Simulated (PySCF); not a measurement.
Vertical excitations of a molecule C₁₂H₉N from TDA-PBE/def2-SVP run with PySCF, as energy in eV (oscillator strength): 3.79 (0.027), 4.26 (0.034), 4.90 (0.163), 4.94 (0.018), 5.09 (0.276), 5.31 (0.011). Lowest triplet (TDA): 3.18 eV. Geometry: B3LYP-D3(BJ)/def2-SVP. Other conformers were not sampled.

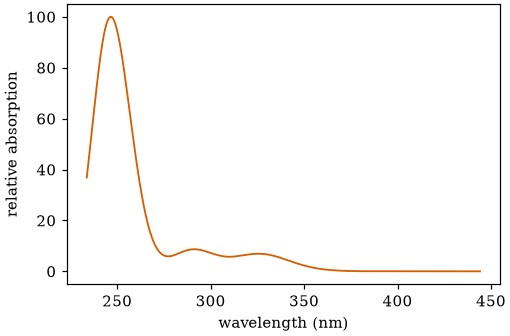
The lines broadened by 0.4 eV.

Task: Identify the compound among the candidates.
A) Cc1ccc2cccc(C#N)c2c1
B) c1ccc2c(c1)[nH]c1ccccc12
C) N#CC1=C(c2ccccc2)C=CC1
D) Cc1cc(C#N)c2ccccc2c1

Result: B, c1ccc2c(c1)[nH]c1ccccc12
